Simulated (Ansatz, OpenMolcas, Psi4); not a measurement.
# SnO (tin(ii) oxide): methods side by side

SnO: 2 atoms, total charge 0, spin state singlet. As SMILES, `[O]=[Sn]`. The shape is that of a PBE0-D4/def2-TZVP optimisation.

```xyz
2

O     0.0000    0.0000   -0.0071
Sn    0.0000    0.0000    1.8107
```

Quantity: the vertical energy of the triplet above the singlet, in eV. The values are calculated.

```tsv
level	kind	program	value (eV)	CPU time (all runs)
HF/def2-TZVPPD (core potential)	Hartree–Fock	OpenMolcas	1.65	16 s
SVWN5/def2-TZVPPD (core potential)	LDA	OpenMolcas	3.40	35 s
revPBE/def2-TZVPPD (core potential)	GGA	OpenMolcas	3.12	51 s
r2SCAN/def2-TZVPPD (core potential)	meta-GGA	OpenMolcas	2.99	1.8 min
M06-2X/def2-TZVPPD (core potential)	hybrid meta-GGA	OpenMolcas	2.77	4 min
HSE06/def2-TZVPPD (core potential)	range-separated hybrid	Psi4	2.95	65 s
wB97X-V/def2-TZVPPD (core potential)	range-separated hybrid	Psi4	3.07	60 s
DSD-PBEP86/def2-TZVPPD (core potential, density fitting for correlation)	double hybrid	Psi4	3.47	25 s
MP2/def2-TZVPPD (core potential)	perturbation theory	Psi4	3.98	15 s
FCI/STO-3G	exact in the basis	Ansatz	3.08	4.9 s
```

All-electron rows without a relativistic Hamiltonian named are non-relativistic, while core potentials hold scalar relativity, so basis and relativity change together. Spin-orbit coupling, which can split open shells on such heavy atoms by tenths of an eV, is left out. The values span 1.65 to 3.98 eV. High-level rows in very small sets aren't better than simpler rows in larger ones. In the correlated wave-function rows the outer d shell of Sn is correlated, in sets not made for it. CPU times are rough (shared hosts, several kinds of processor): they show what a rung costs within a factor of a few.

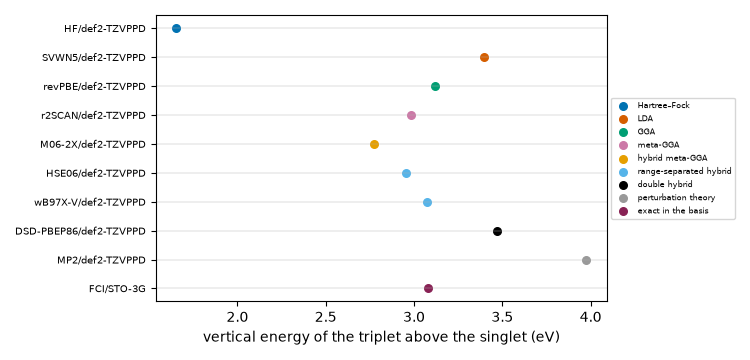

The values of the table, level by level.
